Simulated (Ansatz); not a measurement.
Level of theory: PBE (plane waves to 420 eV, PAW; Ansatz, a first-principles code).

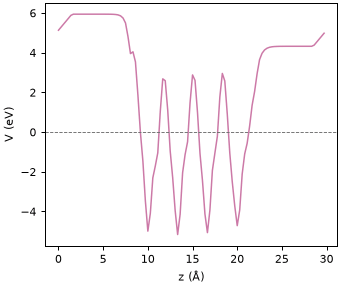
Plane-averaged electrostatic potential energy along the normal, in eV from the highest filled level, for a constructed model of the (111)B surface of zinc-blende AlAs, As-terminated, 2x2 Mg adatom at H3 (bottom of the slab: 3 H on 4 bottom sites)

Slab: 36 atoms, 13.7 Å thick at the start with caps and adatoms (thin: gaps and levels are the slab's own); k 3x3x1, smearing 0.025 eV, dipole-corrected; 8 atoms held, the rest relaxed; start symmetry kept, larger cells not searched; spin-polarised, ending with about 1.0 μB a cell; orders that need a larger cell were not tried, no spin-orbit, no U. It is one candidate, not shown to be the stable structure of the face.

**Question.** The surface cell has an area of 56.84 Å². What dipole along the normal does the step between the two vacuum levels imply?

**Answer.** the top vacuum level lies 1.62 eV below the bottom one; p = −ε₀ A ΔV (ε₀ = 0.005526 e/(V·Å)) gives 0.51 e·Å a cell.
